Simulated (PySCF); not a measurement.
Molecule: SMILES [Cl][Ga-]([Cl])([Cl])[Cl] (charge -1), singlet. Atoms near the plane z = 0.0 Å, at the B3LYP/def2-SVP optimised geometry (x, y, z in Å): Ga1 (-0.7, -1.0, 0.0), Cl2 (1.5, -1.0, 0.0), Cl4 (-1.5, 1.0, 0.0).

Computed with B3LYP/def2-TZVPD (PySCF). Cells within 0.4 Å of a nucleus heavier than hydrogen are left out (blank, or x). The values are rescaled to run from 0 to 1.

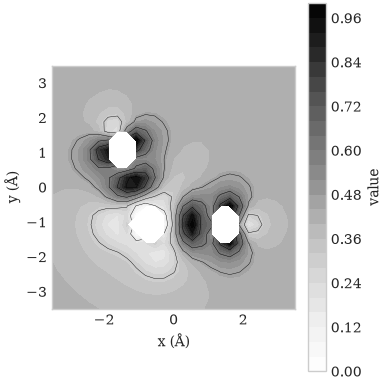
Figure. a field on the plane z = 0.0 Å.

Question: Which quantity is mapped?
A. deformation density (molecule minus spherical neutral atoms)
B. Laplacian of the electron density
C. electron localisation function
D. log10 of the electron density

Answer: A, deformation density (molecule minus spherical neutral atoms). In full: deformation density (molecule minus spherical neutral atoms) (e/bohr³).
